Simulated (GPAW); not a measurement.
# A GW chain in GPAW: BN (P6_3/mmc), part 2 of 2

Aim: the G0W0 gap of BN (P6_3/mmc) on PBE, step by step.

GPAW 26.7.0; PBE and many-body steps on it, plane waves. Known limits of the many-body steps: not at the basis limit; coarse k mesh.

So far. Step 3 (Bands along the symmetry lines): The gap is 4.256 eV, −0.144 eV from the run before at this level. Step 4 (Empty states on the mesh, 6×6×4 mesh, 159 bands): On this mesh the gap is 4.281 eV.

The database entry behind the starting cell differs from later determinations by our own check (about 0.3 % short, minor phase), so it need not match the best structure at ambient conditions.

### 5. Screening and self-energy, 6×6×4 mesh, 149 bands, screening to 150 eV

G0W0 replaces the xc potential by the self-energy, built once from these orbitals. Only a window of levels is corrected, while the sums run over the empty bands that the input names.

This step: G0W0 on PBE, plane waves, PAW.

File run.py:

```python
import json
import numpy as np
from gpaw.mpi import world
from gpaw.response.g0w0 import G0W0

gw = G0W0('full.gpw',
    filename='gw',
    kpts=[0, 16, 21],
    bands=(6, 10),
    ecut=150,
    nbands=149,
    integrate_gamma='WS',
    ppa=True)
gw.calculate()
res = {mode: {k: v for k, v in r.items() if k != 'sigma_eskwn'}
       for mode, r in gw.all_results.items()}

if world.rank == 0:
    with open('result.json', 'w') as f:
        json.dump(res, f, default=lambda x: x.tolist())
```

On the command line:

```
mpirun -n 8 gpaw python run.py
```

Numbers of over 12 decimals in the logs are rounded to 6 here.

The program printed:

```text
Using integrator: PointIntegrator
FrequencyGridDescriptor(from 0.000+0.000j to 0.000+27.211j eV, 2 points)
Nonperiodic BCs:  [False False False]
Using integrator: PointIntegrator
FrequencyGridDescriptor(from 0.000+0.000j to 0.000+27.211j eV, 2 points)
Nonperiodic BCs:  [False False False]
  ___  _ _ _
 |   || | | |
 | | || | | |
 |__ ||_____|
 |___|

BZ k-points: Symmetries present (total): 12

  [... matrices ...]
144 k-points: 6 x 6 x 4 Monkhorst-Pack grid + [1/12,1/12,1/8]
24 k-points in the irreducible part of the Brillouin zone
       k-points in crystal coordinates                weights
   0:     0.00000000    0.00000000    0.00000000          1/144
   1:     0.00000000    0.00000000    0.25000000          2/144
   2:     0.00000000    0.00000000    0.50000000          1/144
   3:     0.16666667    0.00000000   -0.25000000          6/144
   4:     0.16666667    0.00000000    0.00000000          6/144
   5:     0.16666667    0.00000000    0.25000000          6/144
   6:     0.16666667    0.00000000    0.50000000          6/144
   7:     0.33333333   -0.16666667    0.00000000          6/144
   8:     0.33333333   -0.16666667    0.25000000         12/144
   9:     0.33333333   -0.16666667    0.50000000          6/144
          ...
  23:     0.50000000    0.50000000    0.50000000          3/144

Distributing spins, k-points and bands (1 x 3 x 4) over 8 processes
Number of blocks: 1

Quasi particle states:
k-points (IBZ indices): [0, 16, 21]
Band range: (6, 10)
  [... matrices ...]
Computational parameters:
Plane wave cut-off: 150 eV
Number of bands: 149
Coulomb cutoff: None
Broadening: 0.1 eV

fxc modes: GW
Kernel: RPA
Using Godby-Needs plasmon-pole approximation:
  Fitting energy: i*E0, E0 = 1.000 Hartree
Summing all q:

Calculating screened Coulomb potential
No Coulomb truncation
FrequencyGridDescriptor(from 0.000+0.000j to 0.000+27.211j eV, 2 points)
Removing empty qpoint cache files...

Calculating chi0 body with:
    Ground state adapter containing:
    Number of spins: 1
    Number of kpoints: 144
    Number of irreducible kpoints: 24
    Number of completely occupied states: 8
    Number of partially occupied states: 8
    Occupied states memory: 1.0986328125 M / cpu

    Linear response parametrization:
    q_c: [1.3877787807814457e-17, 1.3877787807814457e-17, 0.0]
    Number of frequency points: 2
    Planewave cutoff: 150.0
    Number of bands: 149
    Number of planewaves: 151
    Broadening (eta): 1e-06
    comm.size: 8
    kncomm.size: 8
    blockcomm.size: 1

    Memory estimate of potentially large arrays:
        chi0_wGG: 0.695831 M / cpu
Integrating chi0 body.

Symmetries of q_c:
    Direct symmetries (Uq -> q): 12
    Indirect symmetries (TUq -> q): 0
In total 12 allowed symmetries.

  [... matrices ...]
24 groups of equivalent kpoints. 83.333333% reduction.

Integral kind: response function
Integrating chi0 head and wings.

Symmetries of q_c:
    Direct symmetries (Uq -> q): 12
    Indirect symmetries (TUq -> q): 0
In total 12 allowed symmetries.

  [... matrices ...]
24 groups of equivalent kpoints. 83.333333% reduction.

Integral kind: response function wings

Calculating chi0 body with:
    Ground state adapter containing:
    Number of spins: 1
    Number of kpoints: 144
    Number of irreducible kpoints: 24
    Number of completely occupied states: 8
    Number of partially occupied states: 8
[... the further q-points ...]

Results:
f:      Occupation numbers
eps:     KS-eigenvalues [eV]
vxc:     KS vxc [eV]
exx:     Exact exchange [eV]
sigma:   Self-energies [eV]
dsigma:  Self-energy derivatives
Z:       Renormalization factors
qp:      QP-energies [eV]

k-point 0 (0): (0.000, 0.000, 0.000)                GW
band       f     eps     vxc     exx   sigma  dsigma       Z      qp
                                                                   GW
   6   1.000   2.803 -19.229 -23.640   3.082  -0.232   0.812   1.724
   7   1.000   2.803 -19.229 -23.640   3.082  -0.232   0.812   1.724
   8   0.000   9.341  -9.160  -4.971  -3.885  -0.171   0.854   9.600
   9   0.000  14.441 -14.371  -7.785  -5.111  -0.181   0.847  15.690

k-point 1 (16): (0.333, 0.333, 0.500)                GW
band       f     eps     vxc     exx   sigma  dsigma       Z      qp
                                                                   GW
   6   1.000   4.082 -17.193 -20.569   2.286  -0.241   0.806   3.203
   7   1.000   4.082 -17.193 -20.569   2.286  -0.241   0.806   3.203
   8   0.000   8.736 -11.569  -6.203  -4.331  -0.202   0.832   9.597
   9   0.000   8.736 -11.569  -6.203  -4.331  -0.202   0.832   9.597

k-point 2 (21): (0.500, 0.500, 0.000)                GW
band       f     eps     vxc     exx   sigma  dsigma       Z      qp
                                                                   GW
   6   1.000   2.630 -15.336 -19.175   2.451  -0.241   0.806   1.511
   7   1.000   3.645 -16.958 -20.567   2.443  -0.244   0.804   2.708
   8   0.000   8.363 -10.798  -5.817  -4.132  -0.191   0.840   9.077
   9   0.000   9.741 -13.171  -7.602  -4.323  -0.212   0.825  10.770
```

It took 47 s on 8 MPI ranks of AMD EPYC 9R45, shared host; peak memory 2.3 GiB; 6.2 min of CPU time.

This step gave:

```
G0W0 gap on the points computed              : 5.873 eV
least direct G0W0 gap on the computed points : 6.369 eV
Z at the valence top                         : 0.8059
Z at the conduction bottom                   : 0.8398
starting gap on the mesh                     : 4.281 eV
k of the valence top                         : 0.3333, 0.3333, 0.5
k of the conduction bottom                   : 0.5, 0.5, 0
```

The gap on the mesh goes from 4.28 eV to 5.87 eV, a correction of +1.59 eV. The start differs from the 4.40 eV found before because the two sample other k points.

Limits: finite bands, cutoff and mesh; coarse k mesh. v1 is the top filled band, c1 the lowest empty one. Levels before and after the correction, in eV, zero at the valence-band top of each column:

```
           conduction bottom  valence top
Kohn-Sham               4.28         0.00
     G0W0               5.87         0.00
```

```
                             level  energy (eV)
Kohn-Sham  (0.333 0.333 0.5) v2-v1        0.000
Kohn-Sham  (0.333 0.333 0.5) c1-c2        4.654
Kohn-Sham           (0.5 0.5 0) v2       -1.452
Kohn-Sham           (0.5 0.5 0) v1       -0.437
Kohn-Sham           (0.5 0.5 0) c1        4.281
Kohn-Sham           (0.5 0.5 0) c2        5.659
     G0W0  (0.333 0.333 0.5) v2-v1        0.000
     G0W0  (0.333 0.333 0.5) c1-c2        6.394
     G0W0           (0.5 0.5 0) v2       -1.692
     G0W0           (0.5 0.5 0) v1       -0.495
     G0W0           (0.5 0.5 0) c1        5.873
     G0W0           (0.5 0.5 0) c2        7.567
```

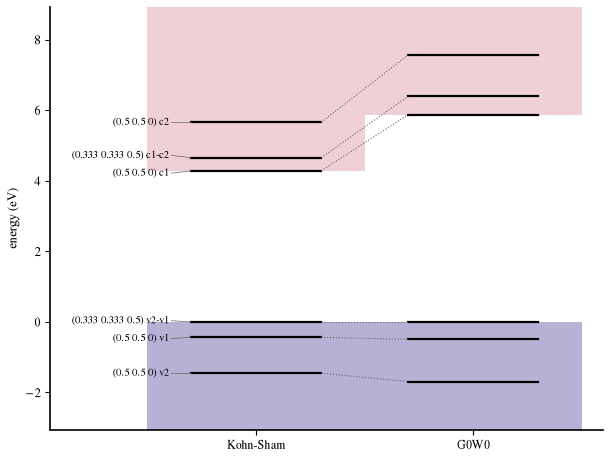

Levels before and after the correction. Shaded: valence and conduction bands.

### 6. Where the time went

Times are wall times on 8 MPI ranks of AMD EPYC 9R45, shared host, good to a factor of about two.

```
                          step   time  share  memory (GiB)
                  ground state  3.9 s    7 %           1.2
bands along the symmetry lines  4.1 s    7 %           1.3
      empty states on the mesh  5.4 s    9 %           2.2
     screening and self-energy   47 s   78 %           2.3
```

### 7. Outcome

```json
{
  "PBE gap": "4.26 eV, indirect",
  "G0W0 gap on the mesh": "5.87 eV",
  "G0W0 gap over the zone (rigid shift)": "5.85 eV",
  "GW settings": "6×6×4 mesh, 149 bands, screening to 150 eV, Godby-Needs plasmon pole",
  "known limits": "not at the basis limit; coarse k mesh"
}
```

**Reading.** G0W0 moves the gap on the mesh from 4.28 eV to 5.87 eV (+1.59 eV), with Z of 0.81 and 0.84 at the edges. The mesh misses the band edges by 0.03 eV in all; a rigid shift gives 5.85 eV for the zone. Only 3 of the mesh's irreducible points were corrected, so a valley elsewhere could overtake. The dearest step here is «screening and self-energy». Bands and cutoff are finite, so the gap is not at the basis limit. The miss can reach some tenths of an eV and take either sign; the mesh is an error of its own. These stock PAW sets were not made for GW. In the G0W0 run levels were corrected at 3 k points alone, so a gap called «on the mesh» is the least over those, and an edge elsewhere would be missed. The 6×6×4 mesh is coarse for this cell, which bears on the long-range parts of exchange and screening.

[Paths, hosts, dates, memory and timing lines, banners, echoed tables and standing remarks are left out of the program output.]

[Logs are printed without paths, hosts, clocks, repeated set-up lines and the standing remarks that a program may print on its own settings, such as how far it seeks lower states.]

[Runs of the session that timed out or met a known fault of the program may be left out.]

[Hosts, paths, dates, database ids (printed as entryN), source tags and the programs' standing remarks are cut or masked in the printed files.]
